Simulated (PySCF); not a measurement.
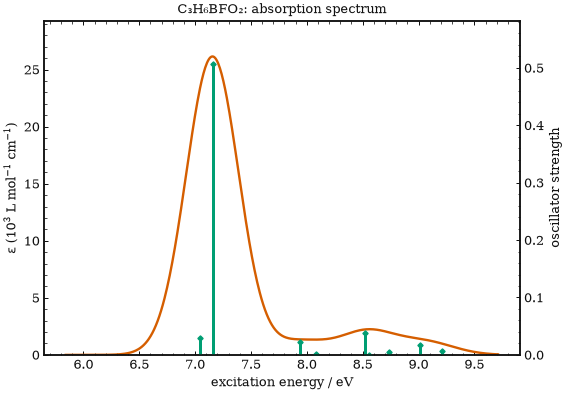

Computed absorption of C₃H₆BFO₂, SMILES C=COB(F)OC. Vertical TDDFT excitations, ωB97X-D/def2-SVPD, PySCF 2.14.0, at a PBE0-D3(BJ)/def2-SVP geometry (no frequency check), gas phase. The lowest 10 singlet states are shown; each is broadened by a Gaussian of 1/e half-width 0.33 eV. Sticks give oscillator strengths (right axis). States within 0.01 eV of each other are merged, with their strengths summed.

Where is the maximum of the broadened curve, and how high is it?

Answer. At about 7.2 eV (173 nm), with ε near 26000 L mol⁻¹ cm⁻¹.

Does any vertical transition fall in the visible?

Answer. No singlet lies below 3.1 eV (beyond 400 nm), so at this level no vertical transition falls in the visible.

List the transitions behind the spectrum.

Answer.
```tsv
state	E (eV)	λ (nm)	f	main character
S1	7.04	176	0.030	HOMO → LUMO (78 %)
S2	7.16	173	0.506	HOMO → LUMO+1 (96 %)
S3	7.94	156	0.022	HOMO → LUMO+3 (78 %)
S4	8.08	153	0.002	HOMO → LUMO+5 (43 %)
S5	8.52	145	0.038	HOMO → LUMO+4 (86 %)
S6	8.56	145	0.000	HOMO−3 → LUMO+1 (81 %)
S7	8.73	142	0.005	HOMO−1 → LUMO (75 %)
S8	9.01	138	0.017	HOMO → LUMO+5 (33 %)
S9/S10	9.21	135	0.007	HOMO/HOMO−2 → LUMO+11/LUMO
```

Caveats: states above the negative HOMO energy depend on the basis; one conformer of a flexible molecule; core orbitals are frozen in the response.
